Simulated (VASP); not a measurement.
Band structure of MgB$_{2}$ (AlB2 type). Method: TPSS meta-GGA, VASP's PBE PAW potentials (set 64) (plane waves; VASP).

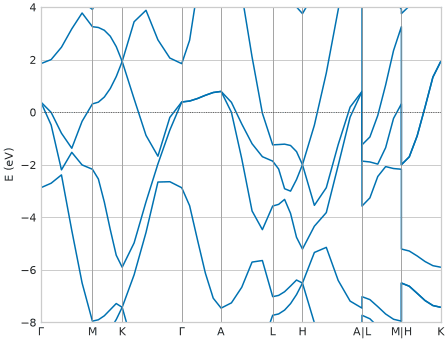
Fig. 1. Bands along high-symmetry lines, zero at the valence-band maximum or, without a gap, the Fermi level

Question: Read the plot: is there a gap, and where are the band edges?

Answer: It has no gap at this level: it comes out as a metal or semimetal.

The compound is MgB2 in the AlB2 type structure. It was relaxed first.
